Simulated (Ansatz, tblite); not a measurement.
**The cluster H5Au4−: which spin state is lowest**

Is the singlet the ground state of the cluster H5Au4−? Other spin states are computed and compared level by level.

Program: Ansatz 0.2.0, Gaussian basis. Level of theory: as each input shows. These are calculated values, not measurements.

Plan: triplet, at the geometry of the singlet (GFN1-xTB, GFN2-xTB, PBE0-D4/def2-TZVPD, PBE-D4/def2-TZVPD, r2SCAN-D4/def2-TZVPD); the singlet's energies come from earlier runs.

1 further run of the same task is left out (set aside as unsound or not needed).

## Step 1: The relaxed structure

The singlet was relaxed beforehand with r2SCAN-D4/def2-SVPD. At that level it is the lowest of the isomers that a small search found.

9 atoms, charge -1, spin multiplicity 1.

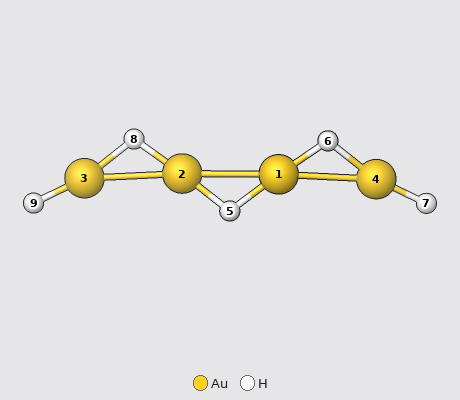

The structure; gold amber, hydrogen white; atoms are numbered from 1 in the order of the file.

Au takes a core potential in the def2 sets. No spin-orbit coupling is included. The ion is computed in the gas phase, without counter-ions or solvent.

## Step 2: Triplet at the fixed geometry, GFN1-xTB

Tight binding, by tblite at 300 K electronic temperature and without a spin-polarisation term:

```python
tblite.interface.Calculator('GFN1-xTB', numbers, positions, charge=-1, uhf=2).singlepoint()
```

Energy -507.6054 eV; 0.033 s.

## Step 3: Triplet at the fixed geometry, GFN2-xTB

Tight binding, by tblite at 300 K electronic temperature and without a spin-polarisation term:

```python
tblite.interface.Calculator('GFN2-xTB', numbers, positions, charge=-1, uhf=2).singlepoint()
```

Energy -492.3890 eV; 0.1 s.

## Step 4: Triplet at the fixed geometry, PBE0-D4/def2-TZVPD

File in.yaml:

```yaml
crystal:
  periodic: [false, false, false]
  atoms:
    - {symbol: Au, position_ang: [0.216940, -0.413688, -1.316900]}
    - {symbol: Au, position_ang: [0.070580, 0.590029, 1.236051]}
    - {symbol: Au, position_ang: [-0.023479, 1.450514, 3.875657]}
    - {symbol: Au, position_ang: [-0.157609, -1.455756, -3.865045]}
    - {symbol: H, position_ang: [0.088245, -0.891696, 0.341165]}
    - {symbol: H, position_ang: [0.450586, -0.041095, -2.953194]}
    - {symbol: H, position_ang: [-0.601185, -2.538075, -4.962612]}
    - {symbol: H, position_ang: [0.038155, 2.000964, 2.173535]}
    - {symbol: H, position_ang: [-0.082211, 1.298813, 5.471333]}
basis:
  gaussian: {orbitals: def2-TZVPD}
total_charge: -1
magnetization: {spin_polarized: true, initial_magnetization: 2}
hamiltonian: {xc: pbe0, dispersion: d4}
scf: {omitted_lower_state_checks: [starts]}
output: {orbitals: {seedname: orbitals}}
```

Command:

```bash
> ansatz run in.yaml --threads 4 --pin off --events-out ev --progress --plain --max-ram 3916MiB
```

Standard output:

```text
Functional definition: PBE0
  name "PBE0"
  cite "Adamo & Barone, J. Chem. Phys. 110, 6158 (1999) doi:10.1063/1.478522"
  cite "Perdew, Burke & Ernzerhof, Phys. Rev. Lett. 77, 3865 (1996) doi:10.1103/PhysRevLett.77.3865"
  parent pbe
  parameter a = 0.25
  parameter kappa = 0.804
  parameter beta = 0.06672455060314922
  exchange = (1 - a)*pbe_x(kappa = kappa, mu = beta*pi^2/3) + a*exact_x
  correlation = pbe_c(beta = beta)
these checks for a lower state are left out or cut short: starts
1899 factors; their error is unknown
mean field evaluation 1: about -14853.6945 eV, gradient 2.2e1 eV
mean field evaluation 2: about -14844.9010 eV, gradient 4.8e1 eV
mean field evaluation 4: about -14855.5105 eV, gradient 1.1e1 eV
mean field evaluation 8: about -14856.4352 eV, gradient 7.4e-1 eV
mean field evaluation 16: about -14856.5794 eV, gradient 8.2e-2 eV
mean field evaluation 32: about -14856.5807 eV, gradient 1.1e-3 eV
mean field -14856.58072205 eV, -545.9692713832 hartree, gradient 2.4e-6 eV, S^2 2.005679; 0 other end points of the search recorded, 0 dependent functions left out
reference -14856.58076784 eV, -545.9692730662 hartree; 42, 40 occupied and 175, 177 virtual orbitals, 1899 factors
Total energy: -14856.85490821 eV, -545.9793475386 hartree
Checks for a lower state left out: starts
```

Run time: 57 s. Hardware: 4 threads of Intel Xeon at 2.50GHz, shared host; peak memory 1.6 GiB.

Report: HOMO 0.33 eV, LUMO -2.56 eV (over both spins; with the spin held, an empty level of the minority spin lies below the top filled one); ⟨S²⟩ 2.006 (pure: 2.00). Doubts: highest occupied level lies above zero.

## Step 5: Triplet at the fixed geometry, PBE-D4/def2-TZVPD

start.molden holds the orbitals of an earlier run on this state, given as this run's starting guess.

in.yaml: that of step 4 with these lines changed.

```diff
@@ -13,6 +13,6 @@
 basis:
-  gaussian: {orbitals: def2-TZVPD}
+  gaussian: {orbitals: def2-TZVPD, initial_orbitals: start.molden}
 total_charge: -1
 magnetization: {spin_polarized: true, initial_magnetization: 2}
-hamiltonian: {xc: pbe0, dispersion: d4}
+hamiltonian: {xc: pbe, dispersion: d4}
 scf: {omitted_lower_state_checks: [starts]}
```

Same command.

Standard output:

```text
Functional definition: PBE
  name "PBE"
  cite "Perdew, Burke & Ernzerhof, Phys. Rev. Lett. 77, 3865 (1996) doi:10.1103/PhysRevLett.77.3865"
  parent pbe
  parameter kappa = 0.804
  parameter beta = 0.06672455060314922
  exchange = pbe_x(kappa = kappa, mu = beta*pi^2/3)
  correlation = pbe_c(beta = beta)
these checks for a lower state are left out or cut short: starts
1727 factors; their error is unknown
mean field evaluation 1: about -14862.0447 eV, gradient 7.1e0 eV
mean field evaluation 2: about -14862.2867 eV, gradient 4.7e-1 eV
mean field evaluation 4: about -14862.3033 eV, gradient 2.7e-1 eV
mean field evaluation 8: about -14862.3073 eV, gradient 1.2e-3 eV
mean field evaluation 16: about -14862.3073 eV, gradient 1.0e-5 eV
mean field -14862.30725856 eV, -546.1797177185 hartree, gradient 4.8e-6 eV, S^2 2.002071; 0 other end points of the search recorded, 0 dependent functions left out
reference -14862.30732065 eV, -546.1797200000 hartree; 42, 40 occupied and 175, 177 virtual orbitals, 1727 factors
Total energy: -14862.62447538 eV, -546.1913752217 hartree
Checks for a lower state left out: starts
```

Run time: 24 s. Hardware: 4 threads of Intel Xeon at 2.50GHz, shared host.

Report: HOMO 0.88 eV, LUMO -2.73 eV (over both spins; with the spin held, an empty level of the minority spin lies below the top filled one); ⟨S²⟩ 2.002 (pure: 2.00). Doubts: highest occupied level lies above zero.

## Step 6: Triplet at the fixed geometry, r2SCAN-D4/def2-TZVPD

in.yaml: that of step 5 with these lines changed.

```diff
@@ -16,3 +16,3 @@
 magnetization: {spin_polarized: true, initial_magnetization: 2}
-hamiltonian: {xc: pbe, dispersion: d4}
+hamiltonian: {xc: r2scan, dispersion: d4}
 scf: {omitted_lower_state_checks: [starts]}
```

Same command.

Standard output, shortened:

```text
Functional definition: r2SCAN
  name "r2SCAN"
  cite "Furness, Kaplan, Ning, Perdew & Sun, J. Phys. Chem. Lett. 11, 8208 (2020) doi:10.1021/acs.jpclett.0c02405"
  cite "Furness, Kaplan, Ning, Perdew & Sun, J. Phys. Chem. Lett. 11, 9248 (2020) doi:10.1021/acs.jpclett.0c03077"
  parent r2scan
[...]
1727 factors; their error is unknown
[...]
mean field -14864.37940644 eV, -546.2558677484 hartree, gradient 2.8e-6 eV, S^2 2.005165; 0 other end points of the search recorded, 0 dependent functions left out
reference -14864.37943735 eV, -546.2558688845 hartree; 42, 40 occupied and 175, 177 virtual orbitals, 1727 factors
Total energy: -14864.45348703 eV, -546.2585901600 hartree
Checks for a lower state left out: starts
```

Run time: 58 s. Hardware: 4 threads of Intel Xeon at 2.50GHz, shared host.

HOMO 0.78 eV, LUMO -2.82 eV (over both spins; with the spin held, an empty level of the minority spin lies below the top filled one); ⟨S²⟩ 2.005 (pure: 2.00). Doubts: highest occupied level lies above zero.

## Step 7: Triplet less singlet, vertical

The singlet's energies are those of its earlier runs, whose logs aren't repeated here.

```
               level  triplet less singlet, vertical (kJ/mol)     time
            GFN1-xTB                                   +291.2  0.056 s
            GFN2-xTB                                   +632.9   0.12 s
   PBE-D4/def2-TZVPD                                   +349.4     28 s
r2SCAN-D4/def2-TZVPD                                   +367.3     70 s
  PBE0-D4/def2-TZVPD                                   +400.1     65 s
```

Times add the two runs; a level without a time comes out of a correlated run. Tight binding without a spin term can't rank spin states.

## Step 8: What came out

| quantity | value |
| --- | --- |
| triplet less singlet, vertical, functionals in def2-TZVPD | +349.4 (PBE-D4) to +400.1 kJ/mol (PBE0-D4) |

All functionals put the triplet above the singlet, over a spread of 50.7 kJ/mol. The checks for a lower triplet were left out, so another state of that spin may lie lower. The singlet here is a closed shell; an open-shell singlet can lie lower. These are electronic energies, without zero-point motion, entropy or surroundings. Spin-orbit coupling is left out too; for so heavy a metal it can shift spin gaps by tenths of an eV.

The anion's highest level is positive in at least one run, so there the basis alone may hold the extra electron.
